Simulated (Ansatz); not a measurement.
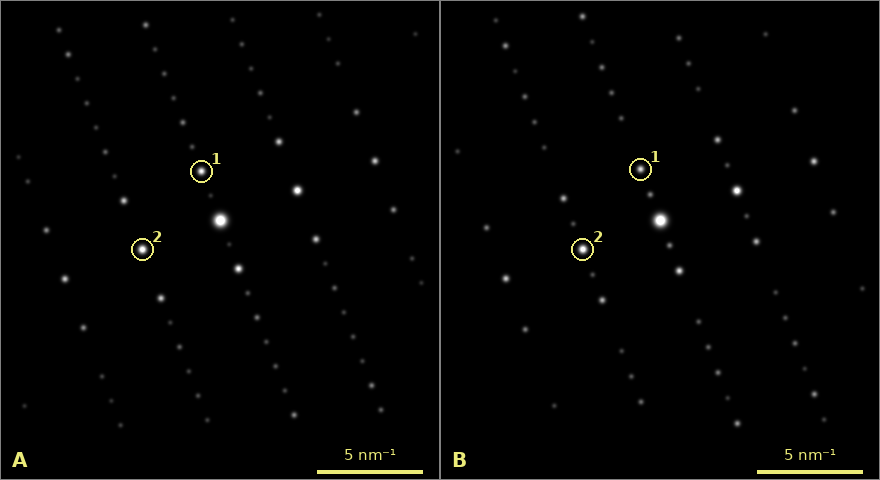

Kinematic electron diffraction patterns (200 kV, B = 0.5 Å², same scale) along [110] of the run's own cell, for the start and the end of one relaxation of Na4BeAs2 with Ansatz 0.2.0, DFT, PAW plane waves, r2scan. k mesh 6×6×6. The start is a generated model structure, and the relaxation ends in the nearest stationary point of its symmetry, not necessarily the ground state. Spot 1 is 0 0 -2 and spot 2 is -1 1 0 in both.

Start structure:

```
Be Na As
1.0
     2.53090    4.38365    0.00000
    -2.53090    4.38365    0.00000
     0.00000   -2.92243    7.66306
Be Na As
1 4 2
Direct
  0.00000 0.00000 0.00000
  0.37615 0.37615 0.12845
  0.62385 0.62385 0.87155
  0.20833 0.20833 0.62499
  0.79167 0.79167 0.37501
  0.07985 0.07985 0.23955
  0.92015 0.92015 0.76045
```

### Which pattern belongs to the start structure, and which to the relaxed one?

B is the start: its cell gives d(1) = 3.832 Å, d(2) = 2.531 Å and an angle of 90.0°. A is the relaxed structure, with d(1) = 3.998 Å (+4.4 %), d(2) = 2.515 Å (-0.6 %) and 90.0°.

### What did the relaxation do to the structure and the energy?

The volume changed by +3.0 % to 25.02 Å³ an atom; with the mean shift removed, the atoms moved by up to 0.26 Å relative to the cell (Na most); the space group stayed R-3m (No. 166); the free energy fell by 120 meV an atom. Relaxed cell: a = 5.029 Å, b = 5.029 Å, c = 8.507 Å, α = 107.19°, β = 107.19°, γ = 60.00°.
